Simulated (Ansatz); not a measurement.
The starting structures come from a database of crystals and need not be the phases stable at ambient conditions.

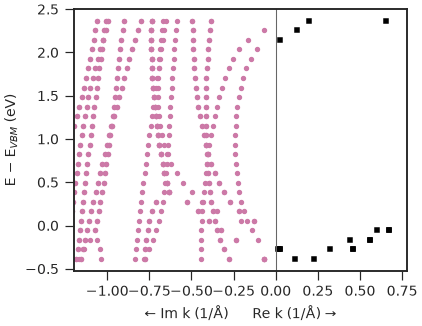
*Complex bands at the centre of the two-dimensional zone; Ansatz (a first-principles code) with PBEsol*

The gap is the functional's own, uncorrected, and κ follows it; spin-orbit coupling is left out. Mid-gap values are interpolated between the computed energies.

Task: This is K₃SbS₄ (I-43m, not sure to be the ambient phase, 8 atoms a cell, 29.2 Å³ an atom) along the normal of (001). Read off the slowest decay at the centre of the two-dimensional zone at 1.04 eV, the computed energy nearest the middle of the gap.

Result: κ ≈ 0.24 1/Å, a decay length 1/(2κ) of the density of 2.1 Å.
